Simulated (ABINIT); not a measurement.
**BN (Qingsongite): G0W0 with ABINIT, start to end**

How does a plane-wave GW calculation on BN (Qingsongite) run from the first input to the gap?

Calculated with ABINIT 10.8.3; PBE and many-body steps on it, plane waves.

### Step 1. Starting point

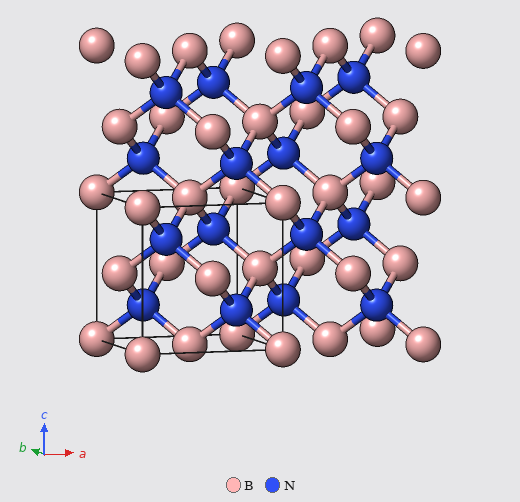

The starting structure, seen slightly off an axis (boron pink, nitrogen blue). 2×1×2 cells are drawn. This picture shows the conventional cell, with its axes. Bonds to atoms that aren't drawn are left out. Some periodic images of atoms are drawn too.

The cell and positions come from the Crystallography Open Database and are kept as given unless a step says otherwise.

### Step 2. Ground state

This step: ABINIT 10.8.3; DFT, PBE, plane waves, norm-conserving pseudopotentials.

The ground-state density comes first.

Contents of run.abi:

```
acell 3*1.0 Angstrom
rprim 
  -0.000000000000 1.807500000000 1.807500000000
  1.807500000000 0.000000000000 1.807500000000
  1.807500000000 1.807500000000 -0.000000000000
ntypat 2
znucl 5 7
natom 2
typat 1 2
xred 
  0.000000000000 0.000000000000 0.000000000000
  0.250000000000 0.250000000000 0.250000000000
pp_dirpath "pseudos"
pseudos "B.upf, N.upf"
ecut 36
ngkpt 10 10 10
nshiftk 1
shiftk 0 0 0
kptopt 1
chksymbreak 0
nband 9
occopt 1
tolvrs 1e-10
nstep 60
prtwf 0
optforces 0
optstress 0
indata_prefix "in"
outdata_prefix "out"
tmpdata_prefix "tmp"
```

Started as:

```sh
$ OMP_NUM_THREADS=1 mpirun -n 4 abinit run.abi > log
```

Numbers of over 12 decimals in the logs are rounded to 6 here.

Log:

```text
.Version 10.8.3 of ABINIT. v10.8.2 released Aug 2026.

 Symmetries : space group F-4 3 m (#216); Bravais cF (face-center cubic)
================================================================================
 Values of the parameters that define the memory need of the present run
     intxc =       0    ionmov =       0      iscf =       7    lmnmax =       4
     lnmax =       4     mgfft =      30  mpssoang =       2    mqgrid =    3001
     natom =       2  nloc_mem =       1    nspden =       1   nspinor =       1
    nsppol =       1      nsym =      24    n1xccc =    2501    ntypat =       2
    occopt =       1   xclevel =       2
-    mband =           9        mffmem =           1         mkmem =          12
       mpw =         845          nfft =       27000          nkpt =          47
================================================================================
  Rough estimation (10% accuracy) of disk space for files :
================================================================================

--------------------------------------------------------------------------------
------------- Echo of variables that govern the present computation ------------
--------------------------------------------------------------------------------
 -outvars: echo values of preprocessed input variables --------
            acell      1.8897261259E+00  1.8897261259E+00  1.8897261259E+00 Bohr

      chksymbreak           0
             ecut      3.60000000E+01 Hartree
-          fftalg         312

              ixc     -101130
              kpt      0.00000000E+00  0.00000000E+00  0.00000000E+00
                       1.00000000E-01  0.00000000E+00  0.00000000E+00
                       2.00000000E-01  0.00000000E+00  0.00000000E+00
                       3.00000000E-01  0.00000000E+00  0.00000000E+00
                       4.00000000E-01  0.00000000E+00  0.00000000E+00
                       5.00000000E-01  0.00000000E+00  0.00000000E+00
                       1.00000000E-01  1.00000000E-01  0.00000000E+00
                       2.00000000E-01  1.00000000E-01  0.00000000E+00
                       3.00000000E-01  1.00000000E-01  0.00000000E+00
   [... 36 further rows ...]
                      -3.00000000E-01  4.00000000E-01  2.00000000E-01
                      -3.00000000E-01  5.00000000E-01  2.00000000E-01
         kptrlatt       10    0    0      0   10    0      0    0   10
          kptrlen      4.83050094E+01
P           mkmem          12
            natom           2
            nband           9
            ngfft          30      30      30
             nkpt          47
            nstep          60
             nsym          24
           ntypat           2
              occ      2.000000  2.000000  2.000000  2.000000  0.000000  0.000000
[...]
optforces           0
        optstress           0
            prtwf           0
            rprim     -0.0000000000E+00  1.8075000000E+00  1.8075000000E+00
[...]
spgroup         216

           tolvrs      1.00000000E-10

             xred      0.0000000000E+00  0.0000000000E+00  0.0000000000E+00
[...]
znucl        5.00000    7.00000

================================================================================

 chkinp: Checking input parameters for consistency.

================================================================================
== DATASET  1 ==================================================================
-   mpi_nproc: 4, omp_nthreads: 1 (-1 if OMP is not activated)

--- !DatasetInfo
iteration_state: {dtset: 1, }
dimensions: {natom: 2, nkpt: 47, mband: 9, nsppol: 1, nspinor: 1, nspden: 1, mpw: 845, }
cutoff_energies: {ecut:  36.0, pawecutdg:  -1.0, }
electrons: {nelect:   8.00000000E+00, charge:   0.00000000E+00, occopt:   1.00000000E+00, tsmear:   1.00000000E-02, }

 Real(R)+Recip(G) space primitive vectors, cartesian coordinates (Bohr,Bohr^-1):
 R(1)=  0.0000000  3.4156800  3.4156800  G(1)= -0.1463837  0.1463837  0.1463837
 R(2)=  3.4156800  0.0000000  3.4156800  G(2)=  0.1463837 -0.1463837  0.1463837
 R(3)=  3.4156800  3.4156800  0.0000000  G(3)=  0.1463837  0.1463837 -0.1463837
 Unit cell volume ucvol=  7.9700586E+01 bohr^3
 Angles (23,13,12)=  6.00000000E+01  6.00000000E+01  6.00000000E+01 degrees

 getcut: wavevector=  0.0000  0.0000  0.0000  ngfft=  30  30  30
         ecut(hartree)=     36.000   => boxcut(ratio)=   2.30194

 getcut : COMMENT -
  Note that boxcut > 2.2 ; recall that boxcut=Gcut(box)/Gcut(sphere) = 2
  is sufficient for exact treatment of convolution.
  Such a large boxcut is a waste : you could raise ecut
  e.g. ecut=   47.690509 Hartrees makes boxcut=2

--- Pseudopotential description ------------------------------------------------
- B Generated using ONCVPSP code by D. R. Hamann
-  5.00000   3.00000  171031                  znucl, zion, pspdat
12 -101130 1 -1 1534                          pspcod,pspxc,lmax,lloc,mmax
     nproj     2     2
  pspatm : epsatm=    3.38844616
         --- l  ekb(1:nproj) -->
[...]
pspatm: atomic psp has been read  and splines computed

- N Generated using ONCVPSP code by D. R. Hamann
-  7.00000   5.00000  171031                  znucl, zion, pspdat
12 -101130 1 -1 1058                          pspcod,pspxc,lmax,lloc,mmax
     nproj     2     2
  pspatm : epsatm=    5.20977870
         --- l  ekb(1:nproj) -->
[...]
1   -4.293905   -1.006988
 pspatm: atomic psp has been read  and splines computed

   6.87857989E+01                                ecore*ucvol(ha*bohr**3)
--------------------------------------------------------------------------------

_setup2: Arith. and geom. avg. npw (full set) are     822.053     822.026

================================================================================

--- !BeginCycle
iteration_state: {dtset: 1, }
solver: {iscf: 7, nstep: 60, nline: 4, wfoptalg: 0, }
tolerances: {tolvrs: 1.00E-10, }

     iter   Etot(hartree)      deltaE(h)  residm     vres2
 ETOT  1  -13.353670328845    -1.335E+01 1.866E-01 1.447E+02
 ETOT  2  -13.373136893714    -1.947E-02 6.470E-03 1.104E+02
 ETOT  3  -13.402464776550    -2.933E-02 3.876E-03 1.734E-01
 ETOT  4  -13.402502334780    -3.756E-05 4.257E-03 1.682E-03
 ETOT  5  -13.402502505884    -1.711E-07 1.198E-03 3.940E-05
 ETOT  6  -13.402502511439    -5.556E-09 1.069E-03 2.572E-07
 ETOT  7  -13.402502511479    -3.944E-11 2.420E-04 2.030E-09
 ETOT  8  -13.402502511479    -1.421E-13 2.105E-04 5.379E-11

 At SCF step    8       vres2   =  5.38E-11 < tolvrs=  1.00E-10 =>converged.

--- !ResultsGS
iteration_state: {dtset: 1, }
comment   : Summary of ground state results
lattice_vectors:
- [ -0.0000000,   3.4156800,   3.4156800, ]
- [  3.4156800,   0.0000000,   3.4156800, ]
- [  3.4156800,   3.4156800,  -0.0000000, ]
lattice_lengths: [   4.83050,    4.83050,    4.83050, ]
lattice_angles: [ 60.000,  60.000,  60.000, ] # degrees, (23, 13, 12)
lattice_volume:   7.9700586E+01
convergence: {deltae: -1.421E-13, res2:  5.379E-11, residm:  2.105E-04, diffor:  0.000E+00, }
etotal    :  -1.34025025E+01
entropy   :   0.00000000E+00
fermie    :   3.02092262E-01
cartesian_stress_tensor: null
pressure_GPa: null
xred      :
- [  0.0000E+00,   0.0000E+00,   0.0000E+00,  B]
- [  2.5000E-01,   2.5000E-01,   2.5000E-01,  N]
cartesian_forces: null
force_length_stats: {min: null, max: null, mean: null, }

 Integrated electronic density in atomic spheres:
 ------------------------------------------------
 Atom  Sphere_radius  Integrated_density
    1        2.00000          3.32049900
    2        2.00000          5.75124674
================================================================================

 ----iterations are completed or convergence reached----

 Mean square residual over all n,k,spin=   10.187E-07; max=  21.054E-05
 reduced coordinates (array xred) for    2 atoms
       0.000000000000      0.000000000000      0.000000000000
       0.250000000000      0.250000000000      0.250000000000
 rms dE/dt=  0.0000E+00; max dE/dt=  0.0000E+00; dE/dt below (all hartree)
    1       0.000000000000      0.000000000000      0.000000000000
    2       0.000000000000      0.000000000000      0.000000000000

 cartesian coordinates (angstrom) at end:
    1      0.000000     0.000000     0.000000
    2      0.903750     0.903750     0.903750
 length scales=  1.889726125908  1.889726125908  1.889726125908 bohr
              =  1.000000000000  1.000000000000  1.000000000000 angstroms
 prteigrs : about to open file out_EIG
 Fermi (or HOMO) energy (hartree) =   0.30209   Average Vxc (hartree)=  -0.47450
 Eigenvalues (hartree) for nkpt=  47  k points:
 kpt#   1, nband=  9, wtk=  0.00100, kpt=  0.0000  0.0000  0.0000 (reduced coord)
  -0.44062    0.30209    0.30209    0.30209    0.62836    0.62836    0.62836    0.68304
   1.21148
 prteigrs : prtvol=0 or 1, do not print more k-points.

--- !EnergyTerms
iteration_state     : {dtset: 1, }
comment             : Components of total free energy in Hartree
kinetic             :  9.41230010599651E+00
hartree             :  1.79183179045680E+00
xc                  : -4.37198988812425E+00
Ewald energy        : -1.31703929426445E+01
psp_core            :  8.63052609504914E-01
local_psp           : -6.86018895556564E+00
non_local_psp       : -1.06711523110259E+00
total_energy        : -1.34025025114788E+01
total_energy_eV     : -3.64700672502579E+02
band_energy         :  1.04301569482718E-01

== END DATASET(S) ==============================================================
================================================================================

 -outvars: echo values of variables after computation  --------
           etotal     -1.3402502511E+01
            nband           9
             nkpt          47
          spgroup         216
 [... the other variables as echoed above ...]

 Calculation completed.
```

Wall time 3.2 s (4 MPI ranks of Intel Xeon 6975P-C (Granite Rapids), shared host); peak memory 0.28 GiB; 12 s of CPU time.

Numbers from this step:

```
total energy               : -364.7007 eV
gap                        : 4.535 eV
k of the valence top       : 0, 0, 0
k of the conduction bottom : 0.5, 0.5, 0
least direct gap           : 8.878 eV
```

The gap is indirect, with the least direct gap 4.34 eV higher.

### Step 3. Bands along the symmetry lines

Levels along a band path, at the cheap level, show where the edges lie and whether the meshes to come will hold them.

Contents of run.abi:

```
acell 3*1.0 Angstrom
rprim 
  -0.000000000000 1.807500000000 1.807500000000
  1.807500000000 0.000000000000 1.807500000000
  1.807500000000 1.807500000000 -0.000000000000
ntypat 2
znucl 5 7
natom 2
typat 1 2
xred 
  0.000000000000 0.000000000000 0.000000000000
  0.250000000000 0.250000000000 0.250000000000
pp_dirpath "pseudos"
pseudos "B.upf, N.upf"
ecut 36
iscf -2
irdden 1
kptopt 0
nkpt 50
kpt 
  0.00000000 0.00000000 0.00000000
  -0.06250000 -0.06250000 0.00000000
  -0.12500000 -0.12500000 0.00000000
  -0.18750000 -0.18750000 0.00000000
  -0.25000000 -0.25000000 0.00000000
  -0.31250000 -0.31250000 0.00000000
  -0.37500000 -0.37500000 0.00000000
  -0.43750000 -0.43750000 0.00000000
  -0.50000000 -0.50000000 0.00000000
  -0.48437500 -0.48437500 0.03125000
  -0.46875000 -0.46875000 0.06250000
  -0.45312500 -0.45312500 0.09375000
  -0.43750000 -0.43750000 0.12500000
  -0.42187500 -0.42187500 0.15625000
  -0.40625000 -0.40625000 0.18750000
  -0.39062500 -0.39062500 0.21875000
  -0.37500000 -0.37500000 0.25000000
  -0.37500000 0.00000000 0.37500000
  -0.32812500 0.00000000 0.32812500
  -0.28125000 0.00000000 0.28125000
  -0.23437500 0.00000000 0.23437500
  -0.18750000 0.00000000 0.18750000
  -0.14062500 0.00000000 0.14062500
  -0.09375000 0.00000000 0.09375000
  -0.04687500 0.00000000 0.04687500
  0.00000000 0.00000000 0.00000000
  0.00000000 0.00000000 0.06250000
  0.00000000 0.00000000 0.12500000
  0.00000000 0.00000000 0.18750000
  0.00000000 0.00000000 0.25000000
  0.00000000 0.00000000 0.31250000
  0.00000000 0.00000000 0.37500000
  0.00000000 0.00000000 0.43750000
  -0.00000000 -0.00000000 0.50000000
  -0.06250000 -0.03125000 0.46875000
  -0.12500000 -0.06250000 0.43750000
  -0.18750000 -0.09375000 0.40625000
  -0.25000000 -0.12500000 0.37500000
  -0.31250000 -0.15625000 0.34375000
  -0.37500000 -0.18750000 0.31250000
  -0.43750000 -0.21875000 0.28125000
  -0.50000000 -0.25000000 0.25000000
  -0.50000000 -0.28125000 0.21875000
  -0.50000000 -0.31250000 0.18750000
  -0.50000000 -0.34375000 0.15625000
  -0.50000000 -0.37500000 0.12500000
  -0.50000000 -0.40625000 0.09375000
  -0.50000000 -0.43750000 0.06250000
  -0.50000000 -0.46875000 0.03125000
  -0.50000000 -0.50000000 0.00000000
istwfk *1
nband 11
nbdbuf 2
tolwfr 1e-08
nstep 40
prtwf 0
prtvol 0
indata_prefix "in"
outdata_prefix "out"
tmpdata_prefix "tmp"
```

Log:

```text
.Version 10.8.3 of ABINIT. v10.8.2 released Aug 2026.

 Symmetries : space group F-4 3 m (#216); Bravais cF (face-center cubic)
[... echo of the input left out ...]
== DATASET  1 ==================================================================
-   mpi_nproc: 4, omp_nthreads: 1 (-1 if OMP is not activated)

--- !DatasetInfo
iteration_state: {dtset: 1, }
dimensions: {natom: 2, nkpt: 50, mband: 11, nsppol: 1, nspinor: 1, nspden: 1, mpw: 869, }
cutoff_energies: {ecut:  36.0, pawecutdg:  -1.0, }
electrons: {nelect:   8.00000000E+00, charge:   0.00000000E+00, occopt:   1.00000000E+00, tsmear:   1.00000000E-02, }

 Real(R)+Recip(G) space primitive vectors, cartesian coordinates (Bohr,Bohr^-1):
 R(1)=  0.0000000  3.4156800  3.4156800  G(1)= -0.1463837  0.1463837  0.1463837
 R(2)=  3.4156800  0.0000000  3.4156800  G(2)=  0.1463837 -0.1463837  0.1463837
 R(3)=  3.4156800  3.4156800  0.0000000  G(3)=  0.1463837  0.1463837 -0.1463837
 Unit cell volume ucvol=  7.9700586E+01 bohr^3
 Angles (23,13,12)=  6.00000000E+01  6.00000000E+01  6.00000000E+01 degrees

 getcut: wavevector=  0.0000  0.0000  0.0000  ngfft=  30  30  30
         ecut(hartree)=     36.000   => boxcut(ratio)=   2.30194

 getcut : COMMENT -
  Note that boxcut > 2.2 ; recall that boxcut=Gcut(box)/Gcut(sphere) = 2
  is sufficient for exact treatment of convolution.
  Such a large boxcut is a waste : you could raise ecut
  e.g. ecut=   47.690509 Hartrees makes boxcut=2

--- Pseudopotential description ------------------------------------------------
- B Generated using ONCVPSP code by D. R. Hamann
-  5.00000   3.00000  171031                  znucl, zion, pspdat
12 -101130 1 -1 1534                          pspcod,pspxc,lmax,lloc,mmax
     nproj     2     2
  pspatm : epsatm=    3.38844616
         --- l  ekb(1:nproj) -->
             0    8.382104    1.234201
             1   -3.719492   -0.867526
 pspatm: atomic psp has been read  and splines computed

- N Generated using ONCVPSP code by D. R. Hamann
-  7.00000   5.00000  171031                  znucl, zion, pspdat
12 -101130 1 -1 1058                          pspcod,pspxc,lmax,lloc,mmax
     nproj     2     2
  pspatm : epsatm=    5.20977870
         --- l  ekb(1:nproj) -->
             0    7.494509    0.636305
[...]
pspatm: atomic psp has been read  and splines computed

--------------------------------------------------------------------------------

================================================================================
 prteigrs : about to open file out_EIG
 Non-SCF case, kpt    1 (  0.00000  0.00000  0.00000), residuals and eigenvalues=
  3.63E-09  1.60E-09  3.17E-09  5.09E-09  1.41E-09  2.39E-09  4.64E-09  8.61E-09
[...]
-4.4062E-01  3.0209E-01  3.0209E-01  3.0209E-01  6.2836E-01  6.2836E-01
  6.2836E-01  6.8304E-01  1.2115E+00  1.3357E+00  1.3401E+00
[...]
2.44E-09  5.19E-10  7.21E-10  4.52E-09  4.15E-09  4.50E-09  5.55E-09  6.02E-09
[...]
-4.2207E-01  2.5628E-01  2.6132E-01  2.6132E-01  6.0371E-01  6.8440E-01
  6.8440E-01  7.2542E-01  1.0748E+00  1.2549E+00  1.3632E+00
[...]
Non-SCF case, kpt   49 ( -0.50000 -0.46875  0.03125), residuals and eigenvalues=
[...]
-2.3481E-01 -2.4246E-02  1.1910E-01  1.1965E-01  4.7418E-01  6.4952E-01
  9.5633E-01  9.5955E-01  1.0628E+00  1.2999E+00  1.5362E+00
 Non-SCF case, kpt   50 ( -0.50000 -0.50000  0.00000), residuals and eigenvalues=
[...]
-2.3521E-01 -2.5226E-02  1.2176E-01  1.2176E-01  4.6875E-01  6.4539E-01
  9.6028E-01  9.6028E-01  1.0651E+00  1.3031E+00  1.5460E+00

--- !ResultsGS
iteration_state: {dtset: 1, }
comment   : Summary of ground state results
lattice_vectors:
- [ -0.0000000,   3.4156800,   3.4156800, ]
- [  3.4156800,   0.0000000,   3.4156800, ]
- [  3.4156800,   3.4156800,  -0.0000000, ]
lattice_lengths: [   4.83050,    4.83050,    4.83050, ]
lattice_angles: [ 60.000,  60.000,  60.000, ] # degrees, (23, 13, 12)
lattice_volume:   7.9700586E+01
convergence: {deltae:  0.000E+00, res2:  0.000E+00, residm:  9.954E-09, diffor:  0.000E+00, }
etotal    :  -1.34025025E+01
entropy   :   0.00000000E+00
fermie    :   3.02092262E-01
cartesian_stress_tensor: null
pressure_GPa: null
xred      :
- [  0.0000E+00,   0.0000E+00,   0.0000E+00,  B]
- [  2.5000E-01,   2.5000E-01,   2.5000E-01,  N]
cartesian_forces: null
force_length_stats: {min: null, max: null, mean: null, }

 Integrated electronic density in atomic spheres:
 ------------------------------------------------
 Atom  Sphere_radius  Integrated_density
[...]
================================================================================

 ----iterations are completed or convergence reached----

 Mean square residual over all n,k,spin=   42.205E-10; max=  99.540E-10
 reduced coordinates (array xred) for    2 atoms
[...]
cartesian coordinates (angstrom) at end:
    1      0.000000     0.000000     0.000000
    2      0.903750     0.903750     0.903750
 length scales=  1.889726125908  1.889726125908  1.889726125908 bohr
              =  1.000000000000  1.000000000000  1.000000000000 angstroms
 prteigrs : about to open file out_EIG
 Eigenvalues (hartree) for nkpt=  50  k points:
 kpt#   1, nband= 11, wtk=  1.00000, kpt=  0.0000  0.0000  0.0000 (reduced coord)
[...]
kpt#   2, nband= 11, wtk=  1.00000, kpt= -0.0625 -0.0625  0.0000 (reduced coord)
[...]
kpt#   3, nband= 11, wtk=  1.00000, kpt= -0.1250 -0.1250  0.0000 (reduced coord)
[...]
kpt#  49, nband= 11, wtk=  1.00000, kpt= -0.5000 -0.4687  0.0313 (reduced coord)
  -0.23481   -0.02425    0.11910    0.11965    0.47418    0.64952    0.95633    0.95955
   1.06281    1.29990    1.53616
 kpt#  50, nband= 11, wtk=  1.00000, kpt= -0.5000 -0.5000  0.0000 (reduced coord)
  -0.23521   -0.02523    0.12176    0.12176    0.46875    0.64539    0.96028    0.96028
   1.06505    1.30307    1.54598

== END DATASET(S) ==============================================================
================================================================================

 -outvars: echo values of variables after computation  --------
            nband          11
             nkpt          50
          spgroup         216
 [... the other variables as echoed above ...]

 Calculation completed.
```

Run time: 2.5 s. Hardware: 4 MPI ranks; peak memory 0.07 GiB.

This step gave:

```yaml
gap: 4.535 eV
k_of_the_valence_top: 0, 0, 0
k_of_the_conduction_bottom: -0.5, -0.5, 0
least_direct_gap: 8.878 eV
```

The gap is 4.535 eV, as in the run before at this level.

Electronic bands along the path, in eV, zero at the top of the highest filled band; v1 is the highest filled band, c1 the lowest empty one:

```csv
point,v4,v3,v2,v1,c1,c2,c3,c4
Γ,-20.21,0.00,0.00,0.00,8.88,8.88,8.88,10.37
X,-14.62,-8.91,-4.91,-4.91,4.54,9.34,17.91,17.91
U,-14.54,-8.12,-7.66,-4.08,6.98,12.95,15.84,16.68
jump to K,-14.54,-8.12,-7.66,-4.08,6.98,12.95,15.84,16.68
Γ,-20.21,0.00,0.00,0.00,8.88,8.88,8.88,10.37
L,-15.99,-10.68,-1.94,-1.94,10.21,10.78,10.78,15.26
W,-14.31,-7.58,-6.96,-6.50,9.65,13.35,14.61,14.69
X,-14.62,-8.91,-4.91,-4.91,4.54,9.34,17.91,17.91
```

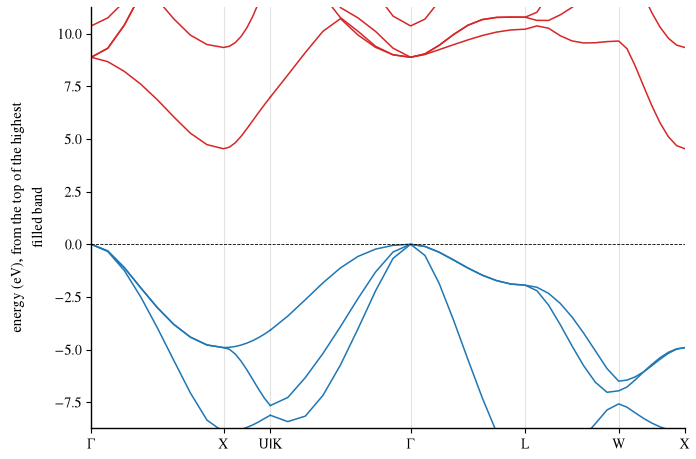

Electronic bands along the path; lines of filled and empty bands in two colours.

(Continued in part 2 of 2.)

[Paths, hosts, dates, memory and timing lines, banners, echoed tables and standing remarks are left out of the program output.]

[Logs are printed without paths, hosts, clocks, repeated set-up lines and the standing remarks that a program may print on its own settings, such as how far it seeks lower states.]

[Runs of the session that timed out or met a known fault of the program may be left out.]

[Hosts, paths, dates, database ids (printed as entryN), source tags and the programs' standing remarks are cut or masked in the printed files.]

[G0W0 gaps are taken among the corrected bands and points alone; a level outside them can change the order at an edge.]

[Where Ansatz stands beside ABINIT at settings called matched, ABINIT's density can come from a denser mesh and the files from another edition; pairs whose starting gaps differed by over 0.03 eV were left out, so agreement reads better than it is.]
